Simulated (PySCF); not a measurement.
# C₄H₁₁NO₂Si: runs on many settings, part 3 of 3

PySCF 2.14.0. Atoms count from 0.

**6. Indirect couplings: PBE0/def2-SVPD**

Job settings and geometry (Å):

```
{"job": {"kind": "j", "xc": "PBE0", "basis": "def2-SVPD", "scf": {"level_shift": 0.1}}, "charge": 0, "multiplicity": 1}
C      3.358306    -0.676283    -0.130863
C      2.345364     0.393255     0.180770
O      2.615064     1.499806     0.564219
O      1.103340    -0.008557    -0.020943
Si    -0.164360     1.040982     0.226019
N     -1.478105     0.105033    -0.342324
C     -2.779951     0.713996    -0.409103
C     -1.543761    -1.336770    -0.286220
H      3.342884    -0.871326    -1.201298
H      3.091417    -1.595749     0.384610
H      4.349508    -0.349126     0.167616
H     -0.159077     1.403448     1.647266
H     -0.030816     2.201581    -0.646453
H     -2.673200     1.788882    -0.515333
H     -3.331810     0.323921    -1.268130
H     -3.367850     0.513504     0.494154
H     -2.109028    -1.679930     0.587765
H     -0.538175    -1.742231    -0.239588
H     -2.039554    -1.715188    -1.184461
```

Level: PBE0/def2-SVPD indirect spin-spin coupling, non-relativistic, gas phase.

Log:

```text
final grid: 149264 points
cycle   1  E = -652.7532036808  dE =  1.079e+00  |g| = 9.406e-01  |ddm| = 6.162e+00
cycle   2  E = -652.6116278019  dE =  1.416e-01  |g| = 1.332e+00  |ddm| = 3.666e+00
cycle   3  E = -652.9247359681  dE = -3.131e-01  |g| = 1.814e-01  |ddm| = 2.088e+00
cycle   4  E = -652.9307696032  dE = -6.034e-03  |g| = 5.935e-02  |ddm| = 2.803e-01
cycle   5  E = -652.9313985432  dE = -6.289e-04  |g| = 1.218e-02  |ddm| = 8.866e-02
cycle   6  E = -652.9314317729  dE = -3.323e-05  |g| = 3.977e-03  |ddm| = 2.565e-02
cycle   7  E = -652.9314345208  dE = -2.748e-06  |g| = 1.280e-03  |ddm| = 7.972e-03
cycle   8  E = -652.9314348204  dE = -2.996e-07  |g| = 3.797e-04  |ddm| = 2.020e-03
cycle   9  E = -652.9314348491  dE = -2.865e-08  |g| = 6.127e-05  |ddm| = 5.776e-04
cycle  10  E = -652.9314348501  dE = -9.766e-10  |g| = 1.999e-05  |ddm| = 2.061e-04
level shift removed, Fock matrix diagonalised once more
converged SCF energy = -652.9314348501

Indirect spin-spin couplings (Hz)
  i      j    bonds     total        FC       PSO       DSO        SD
  0 C    1 C    1    121.275   122.404    -1.436     0.307         -
  0 C    2 O    2     -7.738    -8.862     1.086     0.038         -
  0 C    3 O    2    -28.609   -29.138     0.544    -0.015         -
  0 C    4 Si   3     -2.939    -2.812    -0.085     0.058    -0.100
  0 C    6 C    5      0.225     0.241     0.033    -0.050         -
  0 C    8 H    1    157.776   156.043     0.994     0.738         -
  0 C    9 H    1    158.389   156.683     0.966     0.741         -
  0 C   10 H    1    167.579   166.008     0.864     0.708         -
  0 C   11 H    4      0.299     0.391     0.148    -0.240         -
  1 C    2 O    1      1.404   -10.688    12.221    -0.129         -
  1 C    3 O    1     19.261    13.970     5.499    -0.208         -
  1 C    4 Si   2      2.037     1.936     0.069     0.007     0.024
  1 C    5 N    3     -2.435    -2.403    -0.039     0.027    -0.020
  1 C    8 H    2    -12.417   -12.512    -0.075     0.170         -
  1 C    9 H    2    -11.497   -11.503    -0.141     0.147         -
  1 C   10 H    2     -8.351    -8.075    -0.374     0.098         -
  1 C   11 H    3      0.213     0.384    -0.147    -0.025         -
  1 C   12 H    3      0.626     0.800    -0.141    -0.032         -
  2 O    4 Si   3      3.403     3.066     0.192     0.010     0.136
  2 O    5 N    4      0.205     0.199     0.004    -0.016     0.019
  2 O    7 C    5     -0.157    -0.192     0.001     0.034         -
  2 O    8 H    3     -3.505    -3.772     0.035     0.232         -
  2 O    9 H    3     -3.587    -3.963     0.104     0.272         -
  2 O   10 H    3     -1.084    -1.577     0.480     0.013         -
  2 O   11 H    4     -0.544    -0.573     0.117    -0.088         -
  2 O   12 H    4     -0.585    -0.612     0.115    -0.089         -
  3 O    4 Si   1     -8.955    -6.147    -3.666     0.083     0.775
  3 O    5 N    2      8.753     8.835    -0.095     0.014    -0.002
  3 O    6 C    3     -2.306    -2.380     0.033     0.040         -
  3 O    7 C    3     -3.360    -3.400     0.076    -0.037         -
  3 O    8 H    3      0.339     0.305     0.084    -0.050         -
  3 O    9 H    3     -0.418    -0.460     0.144    -0.101         -
  3 O   10 H    3     -8.068    -8.252    -0.051     0.235         -
  3 O   11 H    2     -6.383    -6.534     0.078     0.073         -
  3 O   12 H    2     -3.112    -3.255     0.041     0.102         -
  3 O   13 H    4     -0.507    -0.628    -0.032     0.153         -
  3 O   14 H    4     -0.550    -0.598    -0.081     0.128         -
  3 O   15 H    4     -0.355    -0.426    -0.070     0.141         -
  3 O   16 H    4      0.175     0.201    -0.054     0.028         -
  3 O   18 H    4     -0.340    -0.324    -0.055     0.040         -
  4 Si   5 N    1     33.043    35.122    -2.339     0.064     0.196
  4 Si   6 C    2     -6.130    -6.144    -0.060     0.007     0.067
  4 Si   7 C    2     -0.849    -1.008     0.083     0.019     0.057
  4 Si   8 H    4      0.261     0.257    -0.130     0.177    -0.043
  4 Si  10 H    4     -1.316    -1.357    -0.180     0.245    -0.024
  4 Si  11 H    1   -192.806  -193.542     1.315    -0.467    -0.113
  4 Si  12 H    1   -197.032  -197.648     1.237    -0.474    -0.147
  4 Si  13 H    3     -3.881    -3.859     0.143    -0.157    -0.008
  4 Si  14 H    3     -7.697    -7.730    -0.213     0.277    -0.030
  4 Si  15 H    3      0.178     0.149    -0.076     0.112    -0.007
  4 Si  16 H    3      0.454     0.377    -0.070     0.149    -0.002
  4 Si  17 H    3     -2.467    -2.598     0.140    -0.059     0.050
  4 Si  18 H    3     -6.352    -6.371    -0.223     0.284    -0.042
  5 N    6 C    1    -22.660   -22.105     0.008    -0.110    -0.453
  5 N    7 C    1    -22.453   -21.971     0.062    -0.113    -0.432
  5 N   11 H    2     -5.430    -5.566     0.036     0.103    -0.003
  5 N   12 H    2     -9.722    -9.852     0.090     0.034     0.006
  5 N   13 H    2      0.671     0.902    -0.219    -0.003    -0.009
  5 N   14 H    2      0.599     0.812    -0.217     0.012    -0.008
  5 N   15 H    2      1.024     1.197    -0.220     0.024     0.023
  5 N   16 H    2      1.204     1.369    -0.196     0.017     0.013
  5 N   17 H    2      1.703     1.924    -0.174    -0.029    -0.017
  5 N   18 H    2      0.436     0.631    -0.197     0.001     0.001
  6 C    7 C    2     -1.210    -0.987    -0.211    -0.012         -
  6 C   11 H    3     -0.829    -0.753     0.047    -0.122         -
  6 C   12 H    3      0.746     0.749     0.004    -0.008         -
  6 C   13 H    1    163.152   161.713     0.605     0.834         -
  6 C   14 H    1    174.075   172.772     0.496     0.806         -
  6 C   15 H    1    167.657   166.311     0.531     0.815         -
  6 C   16 H    3      1.911     1.906     0.006    -0.001         -
  6 C   17 H    3     12.998    13.173     0.338    -0.513         -
  6 C   18 H    3      2.884     2.886    -0.004     0.001         -
  7 C   11 H    3     -1.141    -1.011     0.093    -0.223         -
  7 C   12 H    3      3.073     3.320     0.173    -0.420         -
  7 C   13 H    3     13.026    13.211     0.342    -0.527         -
  7 C   14 H    3      2.724     2.720    -0.023     0.028         -
  7 C   15 H    3      1.815     1.828     0.011    -0.024         -
  7 C   16 H    1    165.202   163.848     0.520     0.834         -
  7 C   17 H    1    169.724   168.396     0.445     0.883         -
  7 C   18 H    1    172.747   171.425     0.499     0.823         -
  8 H    9 H    2    -16.689   -16.335     2.044    -2.398         -
  8 H   10 H    2    -14.268   -13.804     2.143    -2.608         -
  8 H   11 H    5     -0.203     0.274     0.763    -1.240         -
  8 H   13 H    7     -0.214    -0.002     0.325    -0.538         -
  8 H   15 H    7     -0.212     0.005     0.453    -0.670         -
  8 H   17 H    7      0.181     0.001    -0.414     0.594         -
  9 H   10 H    2    -12.905   -12.410     2.165    -2.659         -
  9 H   12 H    5     -0.299     0.182     0.736    -1.217         -
  9 H   13 H    7     -0.265    -0.001     0.440    -0.704         -
  9 H   14 H    7     -0.169    -0.003     0.386    -0.552         -
  9 H   15 H    7     -0.169    -0.000     0.337    -0.505         -
  9 H   17 H    7      0.341     0.002    -0.886     1.225         -
 10 H   11 H    5     -0.215     0.048     0.601    -0.864         -
 10 H   12 H    5     -0.336    -0.037     0.639    -0.938         -
 10 H   13 H    7     -0.254     0.006     0.457    -0.717         -
 10 H   14 H    7     -0.203     0.016     0.507    -0.726         -
 10 H   15 H    7     -0.238    -0.003     0.496    -0.731         -
 10 H   16 H    7     -0.208    -0.001     0.531    -0.737         -
 10 H   18 H    7     -0.208    -0.001     0.552    -0.758         -
 11 H   12 H    2     20.930    22.559     0.221    -1.850         -
 11 H   14 H    4     -0.904    -0.291     0.934    -1.547         -
 11 H   15 H    4      0.320     0.265    -0.079     0.133         -
 11 H   16 H    4      0.596     0.702     0.081    -0.187         -
 11 H   17 H    4     -0.484     0.021     0.211    -0.715         -
 11 H   18 H    4      0.361     1.041     0.959    -1.638         -
 12 H   13 H    4      0.363    -0.296    -0.926     1.585         -
 12 H   15 H    4     -0.598    -0.147     0.687    -1.138         -
 12 H   16 H    4     -0.484     0.374     0.905    -1.763         -
 12 H   17 H    4     -0.567     0.357     0.542    -1.466         -
 12 H   18 H    4     -0.892    -0.395     0.685    -1.182         -
 13 H   14 H    2    -14.473   -14.050     1.924    -2.348         -
 13 H   15 H    2    -12.921   -12.566     1.897    -2.252         -
 13 H   16 H    4     -0.664    -0.229     1.294    -1.729         -
 13 H   17 H    4      1.295     1.809     1.453    -1.968         -
 13 H   18 H    4     -0.400    -0.001     1.223    -1.622         -
 14 H   15 H    2    -11.122   -10.708     1.871    -2.284         -
 14 H   16 H    4      1.086     1.166     0.435    -0.514         -
 14 H   17 H    4     -0.187     0.213     1.208    -1.608         -
 14 H   18 H    4      0.747     0.278    -1.084     1.553         -
 15 H   16 H    4      0.779     0.366    -0.884     1.296         -
 15 H   17 H    4     -0.623    -0.214     1.214    -1.622         -
 15 H   18 H    4      0.856     1.001     0.604    -0.749         -
 16 H   17 H    2    -13.174   -12.808     1.769    -2.134         -
 16 H   18 H    2    -10.938   -10.537     1.836    -2.237         -
 17 H   18 H    2    -14.596   -14.200     1.775    -2.171         -
```

Wall time 69 s (1 thread of Arm Neoverse V2, shared host); peak memory 1.1 GiB.

This basis has no tight s functions, so the Fermi-contact terms are rough.

In short: J(Si4,H11) -194.9 Hz, J(C6,H13) 168.8 Hz, J(C0,H8) 161.2 Hz (means over like pairs).

**7. Side by side: electronic excitations**

Excitations and ground-state properties, with basis size and wall time:

| run | lowest singlet (eV) | brightest (eV) | f | gap (eV) | α (Å³) | μ (D) | functions | time |
| --- | --- | --- | --- | --- | --- | --- | --- | --- |
| PBE0/def2-SVPD | 5.66 | 5.73 | 0.017 | 6.61 | 13.10 | 2.72 | 258 | 46 s |
| BHandHLYP/pcseg-1 | 6.21 | 8.60 | 0.115 | 9.22 | 10.90 | 2.69 | 171 | 46 s |

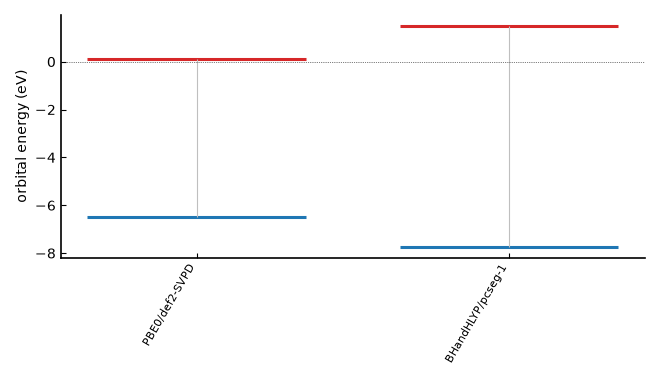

HOMO (blue) and LUMO (red) run by run.

**8. Side by side: spin-spin couplings**

Couplings (Hz), each a mean over the pairs like the one named, with basis size and wall time:

| run | Si4–H11 | C6–H13 | C0–H8 | C0–C1 | Si4–N5 | H11–H12 | C0–O3 | functions | time |
| --- | --- | --- | --- | --- | --- | --- | --- | --- | --- |
| PBE0/pcseg-1 | -231.3 | 139.6 | 138.1 | 68.5 | 31.7 | 20.3 | -15.6 | 171 | 36 s |
| PBE0/def2-SVPD | -194.9 | 168.8 | 161.2 | 121.3 | 33.0 | 20.9 | -28.6 | 258 | 69 s |

**9. Results**

This closing draws on all 3 parts.

| quantity | value |
| --- | --- |
| ¹³C shifts against TMS (PBE0/pcSseg-1, means over atoms taken as alike) | 176.2, 38.0, 24.4 ppm |
| ¹H shifts against TMS (PBE0/pcSseg-1, means over atoms taken as alike) | 5.14, 2.60, 2.15 ppm |
| ¹⁷O shifts against H2O (PBE0/pcSseg-1) | 469.7, 205.3 ppm |
| ²⁹Si shifts against TMS (PBE0/pcSseg-1) | -32.2 ppm |
| ¹⁵N shifts against NH3 (PBE0/pcSseg-1) | 13.5 ppm |
| surface potential, 1st and 99th percentile | -1.70 V and 1.00 V |
| lowest singlet (PBE0/def2-SVPD) | 5.66 eV (219 nm), f = 0.001 |
| brightest single state of those computed | state 2, 5.73 eV, f = 0.017 |
| lowest triplet | 5.32 eV |
| largest coupling of the table (PBE0/pcseg-1) | ¹J(Si,H) Si4–H11, -231.3 Hz |
| range of the lowest singlet | 5.66 to 6.21 eV |
| range of J(Si4,H11), mean over like pairs | -231.3 to -194.9 Hz |

What this shows: Single values in the summary come from the first run of each kind that ended normally (PBE0/pcSseg-1; PBE0/def2-SVPD; PBE0/pcseg-1), which need not be the best level. At PBE0/pcSseg-1: The widest tensor belongs to O2: span 633 ppm, with a paramagnetic part of -536 ppm. The first singlet state (HOMO→LUMO 0.45, HOMO→LUMO+1 0.42) lies at 5.66 eV and is weak; of the 6 states computed, the strongest absorption comes from state 2 at 5.73 eV. The lowest triplet lies 0.34 eV below the lowest singlet (triplets in Tamm-Dancoff, singlets in full TDDFT). In the run at PBE0/pcseg-1, the largest coupling of the table is Si4–H11 (mean over like pairs), -231.3 Hz, of which the Fermi-contact term gives -231.3 Hz. Couplings across rotatable bonds belong to this one conformer; where others are populated, the observed values are averages. The lowest singlet runs from 5.66 eV (PBE0/def2-SVPD) to 6.21 eV (BHandHLYP/pcseg-1), while the orbital gap spans 6.61 to 9.22 eV. The lowest state need not be the same one in every run. The runs solved for a few states only, so the brightest column depends on that window. The coupling Si4–H11, as a mean over pairs of its kind, runs from -231.3 Hz (PBE0/pcseg-1) to -194.9 Hz (PBE0/def2-SVPD). Couplings from bases without tight functions are rough.
